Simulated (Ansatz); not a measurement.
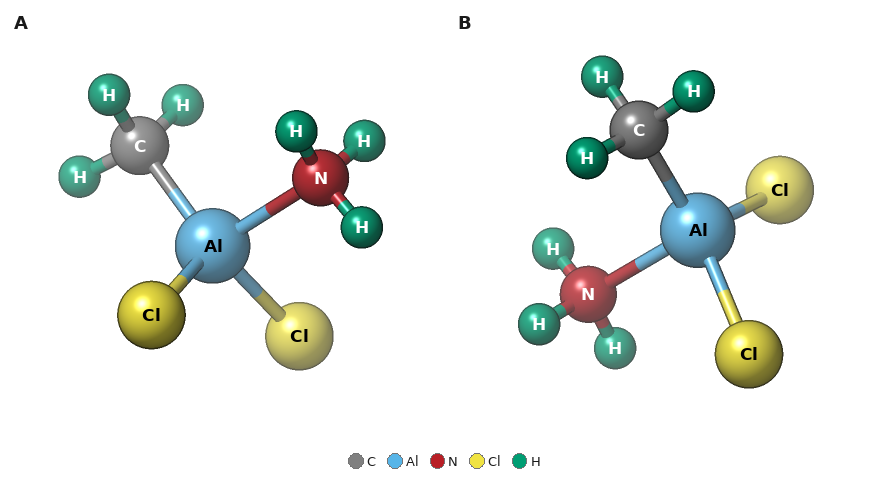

Distant atoms are faded towards the background colour. The computed structure is the end point of a PBE-D4/def2-SVP optimisation. No frequency run is at hand to confirm it as a minimum.

Question: Are A and B the same structure? If not, how do they differ?

Answer: Yes. They are the same structure, CH6AlCl2N ([CH3][Al-]([NH3+])([Cl])[Cl]), seen from two directions. With point group Cs it is achiral, so its mirror image would be the same too.
